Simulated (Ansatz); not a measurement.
## Ligand exchange: HBr + KSH → H2S + KBr

Species: HBr (hydrogen bromide), singlet; KSH `[SH][K]`, singlet; H2S (hydrogen sulfide) `S`, singlet; KBr, singlet. The partners trade Br for SH: H–Br and K–SH bonds give way to H–SH and K–Br.

Shapes, held fixed at every level: PBE0-D4/def2-TZVP. Programs: Ansatz 0.2.0. The zero-point and thermal change to 298 K, harmonic and unscaled (PBE0-D4/def2-TZVP), is +5.0 kJ/mol.

| level | kind | ΔH(298 K) (kJ/mol) | less CCSD(T)/def2-TZVPP | CPU time (sum over the molecules) |
| --- | --- | --- | --- | --- |
| HF/def2-SVP | Hartree–Fock | -126.5 | -20.1 | – |
| SPW92/def2-TZVPP | LDA | -97.3 | +9.1 | 3.9 s |
| PBE-D4/def2-TZVPP | GGA | -98.4 | +8.0 | 6.8 s |
| B3LYP-D4/def2-TZVPP | global hybrid | -106.7 | -0.3 | 9.3 s |
| wB97X-V/def2-TZVPP | range-separated hybrid | -111.5 | -5.1 | 22 s |
| B2PLYP/def2-TZVPP | double hybrid | -108.7 | -2.3 | 33 s |
| CCSD/def2-TZVPP | coupled cluster or CI | -108.9 | -2.5 | – |
| CCSD(T)/def2-TZVPP | coupled cluster or CI | -106.4 | 0.0 | 12 s |

The highest level, CCSD(T)/def2-TZVPP, gives ΔH(298 K) = -106.4 kJ/mol; the levels span -126.5 to -97.3. The column of differences is taken from that level and isn't an error. No measured value is set beside it here. Relativity is left out for Br unless named. Correlated rows may include outer-core shells of Br, K, which these sets cover unevenly. Times are processor times on shared x86 and Arm servers, and rough.

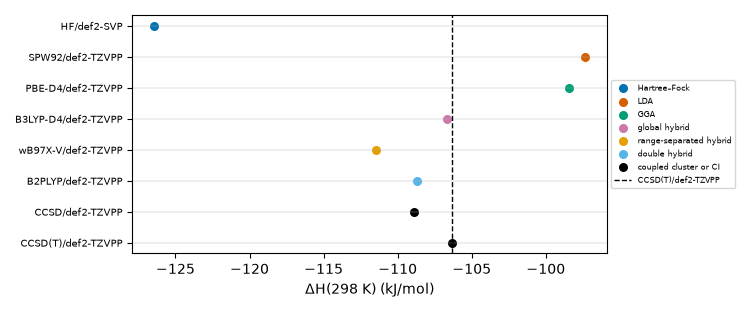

The values of the table, level by level.
